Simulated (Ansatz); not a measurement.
# Run report: CH₈BNO, nudged elastic band (part 1 of 2)

The run: nudged elastic band of CH₈BNO. Method and program: RKS B3LYP/6-31G* (Ansatz 0.2.0).

It belongs to a series of runs on one base structure; here: band between the two ends. Figures and captions count atoms from 1; the log counts them from 0 in places.

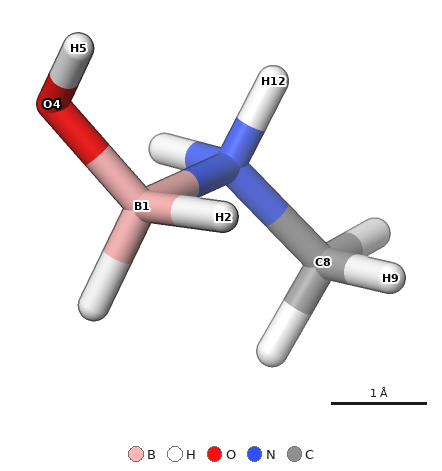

**Figure 1.** The structure as given in the input (stick view, seen at a tilt; atoms are numbered from 1 in the order of the input).

### The input
```yaml
crystal:
  periodic: [false, false, false]
  atoms:
    - { symbol: B, position_ang: [-0.017236, 0.20935, -0.02652] }
    - { symbol: H, position_ang: [0.501896, -0.511858, 0.810179] }
    - { symbol: H, position_ang: [0.733309, 0.591844, -0.90423] }
    - { symbol: O, position_ang: [-1.315725, -0.176291, -0.505265] }
    - { symbol: H, position_ang: [-1.666182, -0.899903, 0.028362] }
    - { symbol: "N", position_ang: [-0.285674, 1.661041, 0.840566] }
    - { symbol: H, position_ang: [-0.790005, 2.273468, 0.197206] }
    - { symbol: C, position_ang: [0.935184, 2.322084, 1.352093] }
    - { symbol: H, position_ang: [1.44018, 1.629938, 2.028981] }
    - { symbol: H, position_ang: [1.594272, 2.51881, 0.504501] }
    - { symbol: H, position_ang: [0.710626, 3.256721, 1.875445] }
    - { symbol: H, position_ang: [-0.935143, 1.460994, 1.602882] }
basis:
  gaussian: { orbitals: "6-31G*" }
hamiltonian:
  xc: b3lyp
neb:
  order_check: false
  images: 7
  f_tol: 0.05
  max_iterations: 60
  final_atoms:
    - { symbol: B, position_ang: [-0.09524525, 0.52588744, -0.44181993] }
    - { symbol: H, position_ang: [-0.86208422, 0.2961061, 3.54715331] }
    - { symbol: H, position_ang: [0.94653192, -0.00950392, -0.71308583] }
    - { symbol: O, position_ang: [-1.30119963, 0.03692342, -0.89571742] }
    - { symbol: H, position_ang: [-1.17875483, -0.76146946, -1.42357782] }
    - { symbol: "N", position_ang: [-0.09586642, 1.68064856, 0.3578855] }
    - { symbol: H, position_ang: [-0.98516694, 2.12401821, 0.55977499] }
    - { symbol: C, position_ang: [1.06510332, 2.36840554, 0.89198464] }
    - { symbol: H, position_ang: [1.96584159, 1.81130529, 0.62022801] }
    - { symbol: H, position_ang: [1.16283957, 3.38625825, 0.48865214] }
    - { symbol: H, position_ang: [1.03005293, 2.44095023, 1.98757603] }
    - { symbol: H, position_ang: [-0.74655003, 0.43666834, 2.82514639] }
  initial_path:
    images:
      - { positions_ang: [[-0.017236, 0.20935, -0.02652], [0.501896, -0.511858, 0.810179], [0.733309, 0.591844, -0.90423], [-1.315725, -0.176291, -0.505265], [-1.666182, -0.899903, 0.028362], [-0.285674, 1.661041, 0.840566], [-0.790005, 2.273468, 0.197206], [0.935184, 2.322084, 1.352093], [1.44018, 1.629938, 2.028981], [1.594272, 2.51881, 0.504501], [0.710626, 3.256721, 1.875445], [-0.935143, 1.460994, 1.602882]] }
      - { positions_ang: [[-0.02887427, 0.15469944, -0.01283926], [0.35988076, -0.37706264, 0.99957593], [0.7915082, 0.4240543, -0.81910045], [-1.3072929, -0.12214834, -0.54896213], [-1.7089525, -0.86800647, -0.09199009], [-0.26455572, 1.68438173, 0.77281367], [-0.86846337, 2.27707585, 0.2513668], [0.93673067, 2.34557974, 1.31804168], [1.51198778, 1.63857838, 1.88131412], [1.53402488, 2.68695768, 0.51255482], [0.68485929, 3.16566044, 1.94689012], [-0.73535083, 1.3264279, 1.5945348]] }
      - { positions_ang: [[-0.04051253, 0.10004887, 0.00084147], [0.21786551, -0.24226728, 1.18897285], [0.8497074, 0.2562646, -0.73397089], [-1.29886079, -0.06800569, -0.59265927], [-1.75172299, -0.83610994, -0.21234218], [-0.24343744, 1.70772246, 0.70506133], [-0.94692174, 2.2806837, 0.3055276], [0.93827734, 2.36907548, 1.28399035], [1.58379556, 1.64721876, 1.73364724], [1.47377777, 2.85510537, 0.52060864], [0.65909258, 3.07459989, 2.01833525], [-0.53555866, 1.1918618, 1.5861876]] }
      - { positions_ang: [[-0.0521508, 0.04539831, 0.01452221], [0.07585027, -0.10747192, 1.37836978], [0.9079066, 0.08847489, -0.64884134], [-1.29042869, -0.01386303, -0.6363564], [-1.79449349, -0.80421341, -0.33269426], [-0.22231916, 1.73106318, 0.637309], [-1.02538011, 2.28429155, 0.35968841], [0.93982401, 2.39257122, 1.24993903], [1.65560334, 1.65585914, 1.58598036], [1.41353065, 3.02325305, 0.52866246], [0.63332588, 2.98353933, 2.08978037], [-0.33576649, 1.0572957, 1.57784039]] }
      - { positions_ang: [[-0.06378907, -0.00925226, 0.02820295], [-0.06616497, 0.02732344, 1.56776671], [0.96610579, -0.07931481, -0.56371179], [-1.28199659, 0.04027963, -0.68005353], [-1.83726398, -0.77231688, -0.45304635], [-0.20120087, 1.75440391, 0.56955666], [-1.10383848, 2.2878994, 0.41384921], [0.94137067, 2.41606696, 1.2158877], [1.72741112, 1.66449951, 1.43831348], [1.35328353, 3.19140073, 0.53671628], [0.60755917, 2.89247877, 2.16122549], [-0.13597432, 0.92272959, 1.56949319]] }
      - { positions_ang: [[-0.07165311, 0.12453267, -0.08930277], [-0.26514479, 0.09451911, 2.06261336], [0.96121233, -0.06186209, -0.6010553], [-1.28679735, 0.03944058, -0.7339695], [-1.6726367, -0.76960503, -0.69567922], [-0.17486726, 1.73596507, 0.51663887], [-1.07417059, 2.2469291, 0.45033065], [0.97230383, 2.4041516, 1.13491194], [1.78701874, 1.70120096, 1.23379211], [1.30567254, 3.24011511, 0.52470025], [0.71318261, 2.77959663, 2.11781312], [-0.28861824, 0.80121428, 1.88340649]] }
      - { positions_ang: [[-0.07951716, 0.25831759, -0.20680849], [-0.4641246, 0.16171477, 2.55746001], [0.95631886, -0.04440937, -0.63839881], [-1.29159811, 0.03860153, -0.78788548], [-1.50800941, -0.76689317, -0.93831209], [-0.14853365, 1.71752624, 0.46372108], [-1.04450271, 2.2059588, 0.4868121], [1.003237, 2.39223625, 1.05393617], [1.84662635, 1.7379024, 1.02927074], [1.25806155, 3.28882949, 0.51268421], [0.81880605, 2.6667145, 2.07440076], [-0.44126217, 0.67969897, 2.19731979]] }
      - { positions_ang: [[-0.0873812, 0.39210252, -0.32431421], [-0.66310441, 0.22891044, 3.05230666], [0.95142539, -0.02695664, -0.67574232], [-1.29639887, 0.03776247, -0.84180145], [-1.34338212, -0.76418132, -1.18094496], [-0.12220004, 1.6990874, 0.41080329], [-1.01483482, 2.1649885, 0.52329354], [1.03417016, 2.3803209, 0.9729604], [1.90623397, 1.77460384, 0.82474938], [1.21045056, 3.33754387, 0.50066818], [0.92442949, 2.55383236, 2.03098839], [-0.5939061, 0.55818365, 2.51123309]] }
      - { positions_ang: [[-0.09524525, 0.52588744, -0.44181993], [-0.86208422, 0.2961061, 3.54715331], [0.94653192, -0.00950392, -0.71308583], [-1.30119963, 0.03692342, -0.89571742], [-1.17875483, -0.76146946, -1.42357782], [-0.09586642, 1.68064856, 0.3578855], [-0.98516694, 2.12401821, 0.55977499], [1.06510332, 2.36840554, 0.89198464], [1.96584159, 1.81130529, 0.62022801], [1.16283957, 3.38625825, 0.48865214], [1.03005293, 2.44095023, 1.98757603], [-0.74655003, 0.43666834, 2.82514639]] }
```

Hardware: 1 thread of Intel Xeon (Sapphire Rapids), 32 GiB of memory available, shared host.

Launch command:
```bash
ansatz run input.yaml --threads 1 --pin off --max-ram 2048MiB --backend cpu --events-out ev --progress --plain --runs-dir out
```

### Log
```
Engine: ansatz 0.2.0, x86_64-unknown-linux-gnu
Functional definition: B3LYP
  parameter a0 = 0.2
  parameter ax = 0.72
  parameter ac = 0.81
  exchange = (1 - a0 - ax)*slater_x + ax*b88_x + a0*exact_x
  correlation = (1 - ac)*vwn_rpa_c + ac*lyp_c
902 factors; integrals over basis functions are off by at most 3.4e-4 eV
mean field evaluation 1: about -5374.6890 eV, gradient 6.1e1 eV
mean field evaluation 2: about -5368.2850 eV, gradient 8.5e1 eV
mean field evaluation 4: about -5381.8981 eV, gradient 3.4e0 eV
mean field evaluation 8: about -5381.9358 eV, gradient 3.5e-2 eV
mean field -5381.93579058 eV, -197.7824922966 hartree, gradient 8.9e-6 eV, S^2 0.000000; 0 other end points of the search recorded, 0 dependent functions left out
the calculation of the forces begins
reference -5381.93599401 eV, -197.7824997725 hartree; 17, 17 occupied and 59, 59 virtual orbitals, 902 factors
903 factors; integrals over basis functions are off by at most 9.2e-4 eV
mean field evaluation 16: about -5374.6640 eV, gradient 6.3e1 eV
mean field -5382.45410295 eV, -197.8015399252 hartree, gradient 5.9e-5 eV, S^2 0.000000; 0 other end points of the search recorded, 0 dependent functions left out
[... from here on the field's lines of each further geometry are left out, up to the last ...]
NEB iter   1: max|band force component| = 8.853e0 eV/Å  barrier→ = 4.0143 eV  barrier← = 4.5326 eV  Δτ_max = 0.2000 Å  (221 SCF iters)
NEB iter   2: max|band force component| = 4.510e0 eV/Å  barrier→ = 2.4778 eV  barrier← = 2.9961 eV  Δτ_max = 0.2000 Å  (191 SCF iters)
NEB iter   3: max|band force component| = 2.705e0 eV/Å  barrier→ = 2.3142 eV  barrier← = 2.8325 eV  Δτ_max = 0.1972 Å  (191 SCF iters)
NEB iter   4: max|band force component| = 1.265e0 eV/Å  barrier→ = 2.0258 eV  barrier← = 2.5441 eV  Δτ_max = 0.1940 Å  (179 SCF iters)
NEB iter   5: max|band force component| = 5.948e-1 eV/Å  barrier→ = 1.8767 eV  barrier← = 2.3951 eV  Δτ_max = 0.1912 Å  (185 SCF iters)
NEB iter   6: max|band force component| = 5.291e-1 eV/Å  barrier→ = 1.7927 eV  barrier← = 2.3110 eV  CI = image 4  Δτ_max = 0.1391 Å  (181 SCF iters)
NEB iter   7: max|band force component| = 2.851e-1 eV/Å  barrier→ = 1.7620 eV  barrier← = 2.2803 eV  CI = image 4  Δτ_max = 0.2000 Å  (172 SCF iters)
NEB iter   8: max|band force component| = 4.344e-1 eV/Å  barrier→ = 1.7400 eV  barrier← = 2.2583 eV  CI = image 4  Δτ_max = 0.1005 Å  (176 SCF iters)
NEB iter   9: max|band force component| = 4.166e-1 eV/Å  barrier→ = 1.7230 eV  barrier← = 2.2413 eV  CI = image 4  Δτ_max = 0.1004 Å  (169 SCF iters)
NEB iter  10: max|band force component| = 5.154e-1 eV/Å  barrier→ = 1.7124 eV  barrier← = 2.2307 eV  CI = image 4  Δτ_max = 0.0502 Å  (179 SCF iters)
NEB iter  11: max|band force component| = 1.424e-1 eV/Å  barrier→ = 1.7087 eV  barrier← = 2.2270 eV  CI = image 4  Δτ_max = 0.1006 Å  (172 SCF iters)
NEB iter  12: max|band force component| = 1.776e-1 eV/Å  barrier→ = 1.7075 eV  barrier← = 2.2258 eV  CI = image 4  Δτ_max = 0.0402 Å  (178 SCF iters)
NEB iter  13: max|band force component| = 1.161e-1 eV/Å  barrier→ = 1.7065 eV  barrier← = 2.2248 eV  CI = image 4  Δτ_max = 0.0382 Å  (166 SCF iters)
NEB iter  14: max|band force component| = 5.063e-2 eV/Å  barrier→ = 1.7053 eV  barrier← = 2.2236 eV  CI = image 4  Δτ_max = 0.0338 Å  (159 SCF iters)
the calculation of the forces begins
reference -5382.44746063 eV, -197.8012958243 hartree; 17, 17 occupied and 59, 59 virtual orbitals, 902 factors
902 factors; integrals over basis functions are off by at most 4.7e-4 eV
mean field evaluation 832: about -5380.2314 eV, gradient 5.2e-2 eV
mean field -5380.23140797 eV, -197.7198573910 hartree, gradient 7.2e-5 eV, S^2 0.000000; 1 other end points of the search recorded, 0 dependent functions left out
the calculation of the forces begins
reference -5380.23161545 eV, -197.7198650159 hartree; 17, 17 occupied and 59, 59 virtual orbitals, 902 factors
NEB iter  15: max|band force component| = 3.756e-2 eV/Å  barrier→ = 1.7044 eV  barrier← = 2.2227 eV  CI = image 4  Δτ_max = 0.0000 Å  (332 SCF iters)
```
